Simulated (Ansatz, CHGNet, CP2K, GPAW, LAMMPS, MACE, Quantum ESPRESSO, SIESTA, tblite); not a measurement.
**CP2K runs on liquid mixture of dimethylformamide and H2O at 300 K (102 atoms)**

Wanted: CP2K inputs and outputs for liquid mixture of dimethylformamide and H2O at 300 K (102 atoms), checked against a plane-wave reference.

Program: CP2K 2026.2. Level of theory: the method is named at each step. Results are calculated unless marked as measured.

## (1) The starting structure

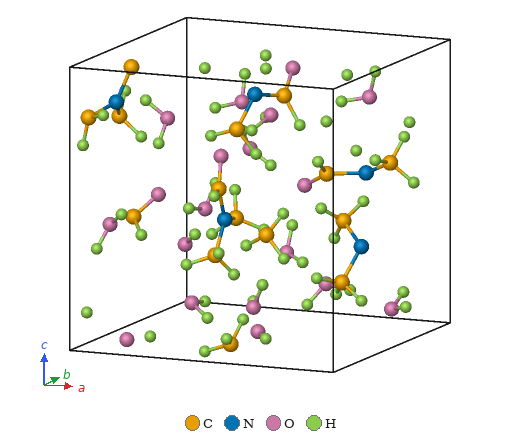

The cell as given, slightly off an axis (carbon orange, nitrogen blue, oxygen pink, hydrogen green). Bonds to atoms that aren't drawn are left out. Some periodic images of atoms are drawn too.

The cell holds 102 atoms: 15 C, 5 N, 19 O and 63 H. Its edges and angles: a = 10.188 Å, b = 10.188 Å, c = 10.188 Å, α = 90.0°, β = 90.0°, γ = 90.0°. 5 dimethylformamide, 14 H2O placed at random, at 0.97 g/cm³; overlaps pushed apart, then 10 ps at 450 K with MMFF94 bonds, angles, torsions, charges and radii (Halgren, J. Comput. Chem. 17, 490 (1996)) in harmonic and 12-6 forms; SPC/E water (Berendsen, Grigera and Straatsma, J. Phys. Chem. 91, 6269 (1987)). Snapshot after 20 ps at 300 K and fixed volume.

The yardstick, on the same geometry:

* method: Kohn-Sham DFT, PBE, SSSP efficiency 1.3.0 pseudopotentials, plane waves (Quantum ESPRESSO 7.5); sssp-pbe-1.3.0-efficiency, cutoffs 60/480 Ry, Γ point
* r.m.s. force component: 0.891 eV/Å
* longest force: 5.952 eV/Å
* pressure: 0.792 GPa
* gap (highest filled to lowest empty level): 3.676 eV
* time: 1.8 min on 2 MPI ranks of Arm Neoverse V2, shared host
* CPU time: 3.6 min

## (2) PBE, DZVP-MOLOPT-SR, 600/50 Ry, diagonalisation

Method: Kohn-Sham DFT, PBE, GTH-PBE pseudopotentials, Gaussian and plane waves, DZVP-MOLOPT-SR-GTH, diagonalisation.

File input.inp:

```
&GLOBAL
  PROJECT cell
  RUN_TYPE ENERGY_FORCE
  PRINT_LEVEL LOW
&END GLOBAL
&FORCE_EVAL
  METHOD QS
  STRESS_TENSOR ANALYTICAL
  &DFT
    BASIS_SET_FILE_NAME BASIS_MOLOPT
    POTENTIAL_FILE_NAME GTH_POTENTIALS
    &MGRID
      CUTOFF 600
      REL_CUTOFF 50
      NGRIDS 5
    &END MGRID
    &QS
      EPS_DEFAULT 1.0E-12
    &END QS
    &SCF
      SCF_GUESS ATOMIC
      EPS_SCF 1.0E-06
      MAX_SCF 200
      ADDED_MOS 14
      &DIAGONALIZATION
        ALGORITHM STANDARD
      &END DIAGONALIZATION
      &SMEAR ON
        METHOD FERMI_DIRAC
        ELECTRONIC_TEMPERATURE [K] 580
      &END SMEAR
      &MIXING
        METHOD BROYDEN_MIXING
        ALPHA 0.3
        NBROYDEN 8
      &END MIXING
      &PRINT
        &RESTART OFF
        &END RESTART
      &END PRINT
    &END SCF
    &XC
      &XC_FUNCTIONAL PBE
      &END XC_FUNCTIONAL
    &END XC
    &PRINT
      &MULLIKEN ON
      &END MULLIKEN
      &LOWDIN ON
      &END LOWDIN
      &HIRSHFELD ON
      &END HIRSHFELD
      &MO ON
        EIGENVALUES T
        OCCUPATION_NUMBERS T
        MO_INDEX_RANGE 120 143
        &EACH
          QS_SCF 0
        &END EACH
        ADD_LAST NUMERIC
      &END MO
    &END PRINT
  &END DFT
  &SUBSYS
    &CELL
      A 10.18782 0.00000 0.00000
      B 0.00000 10.18782 0.00000
      C 0.00000 0.00000 10.18782
    &END CELL
    &COORD
      C 8.11093 5.56306 4.32055
      N 9.14764 4.78573 3.60751
      C 8.68196 4.13564 2.39852
      C 0.29321 4.89606 3.97732
      O 0.91935 5.65078 4.69098
      H 8.52812 6.35985 4.91267
      H 7.53491 6.06909 3.55942
      H 7.59278 4.78848 4.85969
      H 9.58012 3.81829 1.86030
      H 8.10889 3.24268 2.65596
      H 8.14251 4.84584 1.80762
      H 0.95063 4.09713 3.51021
      C 3.92679 5.63101 4.08226
      N 4.11170 4.23915 4.28367
      C 4.12647 3.38174 3.15119
      C 4.15317 3.62146 5.49562
      O 3.98323 4.20879 6.55739
      H 2.98585 5.66239 3.43014
      H 3.65692 6.16139 4.98113
      H 4.80885 6.09344 3.65203
      H 4.61325 3.91070 2.40483
      H 4.69129 2.40076 3.43686
      H 3.12491 3.13265 2.78189
      H 4.43557 2.58485 5.44162
      C 0.33599 0.88665 8.24867
      N 0.83000 2.19232 8.61594
      C 0.41515 3.39631 7.87213
      C 1.37026 2.28788 9.89930
      O 1.65562 1.24200 0.30105
      H 0.10015 0.93208 7.22245
      H 1.16854 0.28210 8.49807
      H 9.60925 0.69298 8.85923
      H 0.27731 4.20808 8.62582
      H 1.22784 3.46692 7.17936
      H 9.65143 3.19490 7.37415
      H 1.66143 3.27600 0.05848
      C 5.50774 1.60519 0.37298
      N 6.34620 1.82280 9.38033
      C 6.04983 0.93005 8.25916
      C 6.94218 3.02578 9.16985
      O 6.86262 3.97182 9.99303
      H 4.47704 1.67692 0.02038
      H 5.77028 0.65528 0.74891
      H 5.65383 2.35787 1.14083
      H 6.65947 1.21531 7.37119
      H 6.26184 10.06241 8.63397
      H 5.00375 1.03223 7.92826
      H 7.54001 3.04096 8.15647
      C 7.19484 0.90672 4.55141
      N 7.06097 9.90745 5.19895
      C 8.22942 9.37269 5.74868
      C 5.86472 9.17301 5.20272
      O 4.82933 9.58389 4.63760
      H 7.51739 1.64971 5.21433
      H 7.94589 0.73984 3.78620
      H 6.26245 1.25280 4.04141
[... 42 atom lines left out ...]
      H 4.60357 5.48696 7.31210
      O 2.56916 9.92620 5.72423
      H 2.55225 9.27621 6.48394
      H 3.41689 9.81148 5.20628
    &END COORD
    &KIND C
      BASIS_SET DZVP-MOLOPT-SR-GTH-q4
      POTENTIAL GTH-PBE-q4
    &END KIND
    &KIND N
      BASIS_SET DZVP-MOLOPT-SR-GTH-q5
      POTENTIAL GTH-PBE-q5
    &END KIND
    &KIND O
      BASIS_SET DZVP-MOLOPT-SR-GTH-q6
      POTENTIAL GTH-PBE-q6
    &END KIND
    &KIND H
      BASIS_SET DZVP-MOLOPT-SR-GTH-q1
      POTENTIAL GTH-PBE-q1
    &END KIND
  &END SUBSYS
  &PRINT
    &FORCES ON
    &END FORCES
    &STRESS_TENSOR ON
    &END STRESS_TENSOR
  &END PRINT
&END FORCE_EVAL
```

The run is started by

```
$ OMP_NUM_THREADS=2 cp2k.psmp -i input.inp > output.txt
```

Numbers of over 12 decimals in the logs are rounded to 6 here.

Output:

```text
CP2K| version string:                                       CP2K version 2026.2
 CP2K| Input file name                                                 input.inp
 GLOBAL| Basis set file name                                        BASIS_MOLOPT
 GLOBAL| Potential file name                                      GTH_POTENTIALS
 GLOBAL| Run type                                                   ENERGY_FORCE
 GLOBAL| Total number of message passing processes                             1
 GLOBAL| Number of threads for this process                                    2
 TOTAL NUMBERS AND MAXIMUM NUMBERS
  Total number of            - Atomic kinds:                                   4
                             - Atoms:                                        102
                             - Shell sets:                                   102
                             - Shells:                                       384
                             - Primitive Cartesian functions:                510
                             - Cartesian basis functions:                    861
                             - Spherical basis functions:                    822
  Maximum angular momentum of- Orbital basis functions:                        2
                             - Local part of the GTH pseudopotential:          2
                             - Non-local part of the GTH pseudopotential:      0
 SCF PARAMETERS         Density guess:                                    ATOMIC
                        max_scf:                                             200
                        eps_scf:                                        1.00E-06
                        added MOs                                        14    0
                        Mixing method:                            BROYDEN_MIXING
                                                charge density mixing in g-space
                        Smear method:                                FERMI_DIRAC
                        Electronic temperature [K]:                        580.0
                        Electronic temperature [a.u.]:                  1.84E-03
                        Accuracy threshold:                             1.00E-10
 Extrapolation method: initial_guess
 Number of electrons:                                                        262
 Number of occupied orbitals:                                                131
 Number of molecular orbitals:                                               145
 Number of orbital functions:                                                822
 Number of independent orbital functions:                                    822
 SCF WAVEFUNCTION OPTIMIZATION
  Step     Update method      Time    Convergence         Total energy    Change
     1 NoMix/Diag. 0.30E+00    5.0     0.96685011      -468.7300367001 -4.69E+02
     2 Broy./Diag. 0.30E+00    6.6     0.27653067      -443.6705463051  2.51E+01
     3 Broy./Diag. 0.30E+00    6.7     0.08985033      -471.4175951047 -2.77E+01
     4 Broy./Diag. 0.30E+00    6.7     0.02665189      -478.2839833154 -6.87E+00
[...]
17 Broy./Diag. 0.30E+00    7.1     0.00000108      -477.2224752581 -1.67E-06
    18 Broy./Diag. 0.30E+00    7.1     0.00000084      -477.2225065618 -3.13E-05
  *** SCF run converged in    18 steps ***
  Electronic density on regular grids:       -262.0000000000        0.0000000000
  Core density on regular grids:              261.9999999999       -0.0000000001
  Total charge density on r-space grids:       -0.0000000001
  Total charge density g-space grids:          -0.0000000001
  Overlap energy of the core charge distribution:               1.54352e-05
  Self energy of the core charge distribution:              -1202.136007
  Core Hamiltonian energy:                                    358.041873
  Hartree energy:                                             495.389056
  Exchange-correlation energy:                               -128.517444
  Electronic entropic energy:                                  -0.000000
  Fermi energy:                                                 0.00966112
  Total energy:                                              -477.222507
  Total energy (extrapolated to T->0):                       -477.222507
 MO| EIGENVALUES AND OCCUPATION NUMBERS
 MO|
 MO|  Index      Eigenvalue [a.u.]        Eigenvalue [eV]             Occupation
 MO|    120              -0.090967              -2.475329               2.000000
 MO|    121              -0.090255              -2.455966               2.000000
 MO|    122              -0.088959              -2.420690               2.000000
[...]
MO|    142               0.206937               5.631038               0.000000
 MO|    143               0.207958               5.658821               0.000000
 MO| Sum:                                                             262.000000
 MO| E(Fermi):            0.009661 a.u.          0.262892 eV
 MO| Band gap:            0.135201 a.u.          3.678996 eV
 !-----------------------------------------------------------------------------!
                     Mulliken Population Analysis
 #  Atom  Element  Kind  Atomic population                           Net charge
       1     C        1          4.192152                             -0.192152
       2     N        2          4.881191                              0.118809
       3     C        1          4.190045                             -0.190045
[...]
# Total charge                            262.000000                 -0.000000
 !-----------------------------------------------------------------------------!
 !-----------------------------------------------------------------------------!
                           Hirshfeld Charges
  #Atom  Element  Kind  Ref Charge     Population                    Net charge
      1       C      1       4.000          5.080                        -1.080
      2       N      2       5.000          5.267                        -0.267
      3       C      1       4.000          5.047                        -1.047
[...]
101       H      4       1.000          0.410                         0.590
    102       H      4       1.000          0.408                         0.592
  Total Charge                                                            0.000
 !-----------------------------------------------------------------------------!
 LOWDIN POPULATION ANALYSIS
 #  Atom  Element  Kind  Atomic population                           Net charge
[...]
101     H        4          0.988197                              0.011803
     102     H        4          1.022707                             -0.022707
 # Total charge                            262.000000                 -0.000000
 ENERGY| Total FORCE_EVAL ( QS ) energy [hartree]           -477.222499
 FORCES| Atomic forces [hartree/bohr]
 FORCES|   Atom     x               y               z               |f|
 FORCES|      1  1.70154849E-02 -9.89242854E-03 -2.00484852E-02   2.80949929E-02
 FORCES|      2  2.88711143E-02  3.54723650E-02  3.09697185E-02   5.52354360E-02
 FORCES|      3  2.73994477E-02 -1.82320826E-02  1.33303340E-02   3.55082578E-02
[...]
FORCES|    101  1.21527207E-02  6.12389003E-03  1.28135329E-04   1.36090803E-02
 FORCES|    102 -8.52980779E-03 -4.83582606E-03  1.58345827E-02   1.86246300E-02
 FORCES| Sum    -1.90739132E-03  6.98393247E-04  5.63481903E-03
 FORCES| Total atomic force                                       5.98974793E-03
 STRESS| Analytical stress tensor [bar]
 STRESS|                        x                   y                   z
 STRESS|      x       -3.39247520047E+02   2.91245923414E+01  -3.10086882897E+03
 STRESS|      y        2.91245923414E+01   1.62646221215E+04  -8.37313548543E+02
 STRESS|      z       -3.10086882897E+03  -8.37313548543E+02   2.03052584486E+04
 STRESS| 1/3 Trace                                             1.20768776833E+04
```

Run time: 2.4 min. Hardware: 2 threads of Arm Neoverse V2, shared host; peak memory 2.9 GiB.

Banners, paths, timers and routine set-up lines are dropped from the logs unmarked, and long logs keep their key lines alone; longer cuts are marked.

Against the reference:

```yaml
r_m_s_force_component: 0.9112 eV/Å
r_m_s_difference_of_force_components: 91.66 meV/Å
longest_difference_of_force_vectors: 527.2 meV/Å
force_difference_over_r_m_s_force: 10.29 %
slope_of_forces_against_the_reference_s: 1.018
correlation_of_force_components: 0.9951
spacing_of_highest_filled_and_lowest_empty_level: 3.679 eV
gap_difference: 0.0032 eV
pressure: 1.208 GPa
pressure_difference: 0.4157 GPa
```

Length of the force difference by element (eV/Å):

```
element  atoms   mean  most
      C     15   0.29  0.53
      H     63  0.041  0.19
      N      5  0.082  0.13
      O     19   0.16  0.51
```

Levels nearest the highest filled one (eV from it): -0.65, -0.63, -0.60, -0.56, -0.54, -0.45, -0.40, -0.33, -0.32, -0.25, -0.23, 0.00, 3.68, 4.28, 4.33, 4.72, 4.85, 6.08, 6.80, 7.10, 7.19, 7.25, 7.45, 7.48.

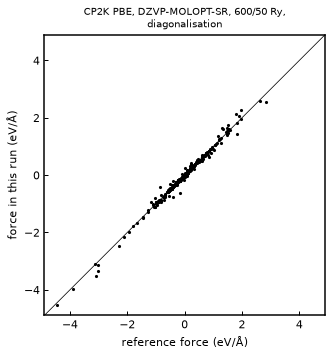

Force components against those of the reference; the line marks equality.

Local excerpt of 11 atoms (numbers count through the whole input) about N50, which bears the longest force; x, y, z are measured from there.

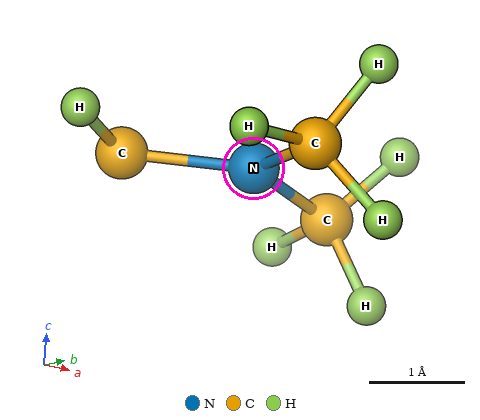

The atoms of the table, within 2.1 Å (arrows a, b, c point along x, y, z); some may hide others; the central atom is ringed.

```
atom      x      y      z  distance (Å)  bonds  Mulliken charge (e)     Fx     Fy  Fz (eV/Å)
 N50   0.00   0.00   0.00          0.00      3                 0.22  -4.53  -3.97       0.68
 C49   0.13   1.19  -0.65          1.36      4                -0.21  -0.95   1.74      -3.15
 C51   1.17  -0.53   0.55          1.40      4                -0.19   1.38   0.71       0.56
 C52  -1.20  -0.73   0.00          1.40      3                 0.17   2.05   2.54      -0.20
 H55   0.88   1.02  -1.41          1.95      1                 0.09   0.50   0.52      -0.54
 H54   0.46   1.93   0.02          1.98      1                 0.05   0.75   1.58       1.09
 H59   1.43   0.09   1.40          2.00      1                 0.07   0.18  -0.19       0.90
 H58   1.98  -0.31  -0.14          2.01      1                 0.09   0.51  -0.70      -0.43
 H57   1.05  -1.57   0.81          2.05      1                 0.07   0.24  -0.70       0.31
 H60  -1.14  -1.62   0.60          2.07      1                 0.06   0.01  -1.21       0.53
 H56  -0.80   1.53  -1.16          2.08      1                 0.08   0.45  -0.43       0.46
```

Forces lie 10 % from the reference's, at 1.2 times its CPU time.

## (3) GFN1-xTB, diagonalisation

Method: GFN1-xTB tight binding (the program's own implementation), diagonalisation.

File input.inp:

```
&GLOBAL
  PROJECT cell
  RUN_TYPE ENERGY_FORCE
  PRINT_LEVEL LOW
&END GLOBAL
&FORCE_EVAL
  METHOD QS
  STRESS_TENSOR ANALYTICAL
  &DFT
    &QS
      METHOD XTB
      &XTB
        GFN_TYPE 1
        DO_EWALD T
        CHECK_ATOMIC_CHARGES F
      &END XTB
    &END QS
    &SCF
      SCF_GUESS ATOMIC
      EPS_SCF 1.0E-06
      MAX_SCF 200
      ADDED_MOS 14
      &DIAGONALIZATION
        ALGORITHM STANDARD
      &END DIAGONALIZATION
      &SMEAR ON
        METHOD FERMI_DIRAC
        ELECTRONIC_TEMPERATURE [K] 580
      &END SMEAR
      &MIXING
        METHOD BROYDEN_MIXING
        ALPHA 0.3
        NBROYDEN 8
      &END MIXING
      &PRINT
        &RESTART OFF
        &END RESTART
      &END PRINT
    &END SCF
    &PRINT
      &MULLIKEN ON
      &END MULLIKEN
    &END PRINT
  &END DFT
  &SUBSYS
    &CELL
      A 10.18782 0.00000 0.00000
      B 0.00000 10.18782 0.00000
      C 0.00000 0.00000 10.18782
    &END CELL
    &TOPOLOGY
      COORD_FILE_NAME structure.xyz
      COORD_FILE_FORMAT XYZ
    &END TOPOLOGY
  &END SUBSYS
  &PRINT
    &FORCES ON
    &END FORCES
    &STRESS_TENSOR ON
    &END STRESS_TENSOR
  &END PRINT
&END FORCE_EVAL
```

File structure.xyz:

```xyz
102

C 8.11093 5.56306 4.32055
N 9.14764 4.78573 3.60751
C 8.68196 4.13564 2.39852
C 0.29321 4.89606 3.97732
O 0.91935 5.65078 4.69098
H 8.52812 6.35985 4.91267
H 7.53491 6.06909 3.55942
H 7.59278 4.78848 4.85969
H 9.58012 3.81829 1.86030
H 8.10889 3.24268 2.65596
H 8.14251 4.84584 1.80762
H 0.95063 4.09713 3.51021
C 3.92679 5.63101 4.08226
N 4.11170 4.23915 4.28367
C 4.12647 3.38174 3.15119
C 4.15317 3.62146 5.49562
O 3.98323 4.20879 6.55739
H 2.98585 5.66239 3.43014
H 3.65692 6.16139 4.98113
H 4.80885 6.09344 3.65203
[... 78 atom lines left out ...]
H 4.60357 5.48696 7.31210
O 2.56916 9.92620 5.72423
H 2.55225 9.27621 6.48394
H 3.41689 9.81148 5.20628
```

The run is started by

```
$ OMP_NUM_THREADS=1 cp2k.psmp -i input.inp > output.txt
```

Output:

```text
CP2K| version string:                                       CP2K version 2026.2
 CP2K| Input file name                                                 input.inp
 GLOBAL| Basis set file name                                           BASIS_SET
 GLOBAL| Potential file name                                           POTENTIAL
 GLOBAL| Run type                                                   ENERGY_FORCE
 GLOBAL| Total number of message passing processes                             1
 GLOBAL| Number of threads for this process                                    1
                  #####   #####        #          ####### ######
                 #     # #     #      #              #    #     #
                 #     # #           #    ##   ##    #    #     #
[... lines left out ...]
                        Smear method:                                FERMI_DIRAC
[... lines left out ...]
 Number of electrons:                                                        262
[... lines left out ...]
  Step     Update method      Time    Convergence         Total energy    Change
[... lines left out ...]
  *** SCF run converged in    69 steps ***
[... lines left out ...]
  Fermi energy:                                                -0.331811
  Total energy:                                              -170.970362
  Total energy (extrapolated to T->0):                       -170.970362
 MULLIKEN POPULATION ANALYSIS
  # Atom   Element   Kind        Atomic population                    Net charge
       1     C          1                 3.961589                      0.038411
       3     C          1                 3.940763                      0.059237
       4     C          1                 3.540311                      0.459689
[...]
101     H          4                 0.645685                      0.354315
     102     H          4                 0.631270                      0.368730
 # Total charge                         262.000000                     -0.000000
 ENERGY| Total FORCE_EVAL ( QS ) energy [hartree]           -170.970361
 FORCES| Atomic forces [hartree/bohr]
 FORCES|   Atom     x               y               z               |f|
 FORCES|      1  1.49419510E-02 -7.02298524E-03 -1.93743569E-02   2.54548606E-02
 FORCES|      2  3.83793103E-02  3.12903708E-02  3.09702331E-02   5.84055999E-02
 FORCES|      3  2.51535484E-02 -1.56173534E-02  8.18780319E-03   3.07187702E-02
[...]
FORCES|    101  8.30094583E-03  1.16570411E-02 -1.29572763E-02   1.93050076E-02
 FORCES|    102 -2.07579254E-02 -4.24239698E-04  1.77146202E-02   2.72924754E-02
 FORCES| Sum     1.93595140E-15 -2.30935063E-17 -2.93168267E-15
 FORCES| Total atomic force                                       3.51328969E-15
 STRESS| Analytical stress tensor [bar]
 STRESS|                        x                   y                   z
 STRESS|      x       -2.43850437920E+04  -6.28201287294E+02  -5.60158247404E+03
 STRESS|      y       -6.28201287294E+02  -1.42260545038E+04  -1.32930489512E+03
 STRESS|      z       -5.60158247404E+03  -1.32930489512E+03  -9.46434644771E+03
 STRESS| 1/3 Trace                                            -1.60251482478E+04
```

The job ended after 5.2 s (1 thread; peak memory 0.22 GiB).

Numbers from this run, and their distance from the reference:

```yaml
r_m_s_force_component: 0.9294 eV/Å
r_m_s_difference_of_force_components: 320.7 meV/Å
longest_difference_of_force_vectors: 1353 meV/Å
force_difference_over_r_m_s_force: 36 %
slope_of_forces_against_the_reference_s: 0.9792
correlation_of_force_components: 0.9388
pressure: -1.603 GPa
pressure_difference: -2.394 GPa
```

Against the first run (10 %), the force difference from the reference is 36 %, at 0.020 times the CPU time (on 1 against 2 cores) (69 SCF steps against 18); the model has changed, so this is no error of the program alone.

[end of part 1 of 4]

[Also dropped from logs without a mark: logging warnings of Python, and SIESTA's first energy breakdown and zero terms.]

[Logs are printed without paths, hosts, clocks, repeated set-up lines and the standing remarks that a program may print on its own settings, such as how far it seeks lower states.]

[Hosts, paths, dates, database ids (printed as entryN), source tags and the programs' standing remarks are cut or masked in the printed files.]

[The MMFF94 radii named for the starting cell were scaled by 0.96; in molecules described by MMFF94, hydrogen bound to N, O or S took a small fixed 12-6 site in their place.]
